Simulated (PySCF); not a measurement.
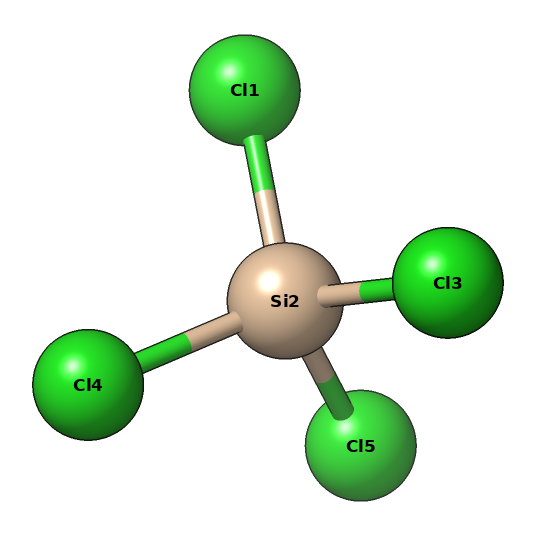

The geometry was computed by an optimisation with PBE0-D3(BJ)/def2-TZVP. No frequency run is at hand to confirm it as a minimum. Method: GIAO ωB97X-D/pcSseg-2 NMR shielding, non-relativistic, gas phase (PySCF 2.14.0), and the same with a continuum solvent (IEF-PCM, Bondi radii x 1.2, gas-phase geometry).

How do dipole (D), HOMO–LUMO gap (eV), σ(Cl1) (ppm), σ(Si2) (ppm) change in chloroform (ε = 4.7)?

| medium | dipole (D) | HOMO–LUMO gap (eV) | σ(Cl1) (ppm) | σ(Si2) (ppm) |
| --- | --- | --- | --- | --- |
| gas phase | 0.00 | 12.62 | 769.8 | 330.0 |
| chloroform | 0.00 | 12.63 | 771.1 | 330.0 |
